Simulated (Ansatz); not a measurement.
Hypothetical cubic perovskite BaSnSe3: pressure series

Start from BaSnSe3 in the cubic perovskite structure (space group Pm-3m, No. 221; a hypothetical phase, not in the database extracts checked).

```
BaSnSe3
1.0
    5.36037     0.00000     0.00000
    0.00000     5.36037     0.00000
    0.00000     0.00000     5.36037
Ba Sn Se
1 1 3
Direct
  0.00000   0.00000   0.00000
  0.50000   0.50000   0.50000
  0.00000   0.50000   0.50000
  0.50000   0.50000   0.00000
  0.50000   0.00000   0.50000
```

Cell and atoms are relaxed at each pressure.

Level of theory: PBE (Ansatz, a first-principles code; PAW; 420 eV plane waves; without spin-orbit coupling).

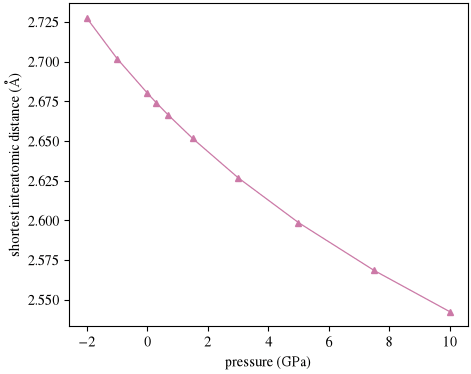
Figure: Shortest interatomic distance against pressure

```csv
pressure (GPa),shortest interatomic distance
-2,272.7 pm
-1,270.2 pm
0.3,267.4 pm
0.7,266.6 pm
1.5,265.2 pm
3,262.7 pm
5,259.9 pm
7.5,256.8 pm
10,254.2 pm
```

Load acts through the strain it causes; cell and atoms are relaxed under it. Stability against distortions was not tested. No other phases were tried under pressure. All final runs are without spin polarisation. Many cubic perovskites are stable only at high temperature; tilts and polar distortions were not tested.
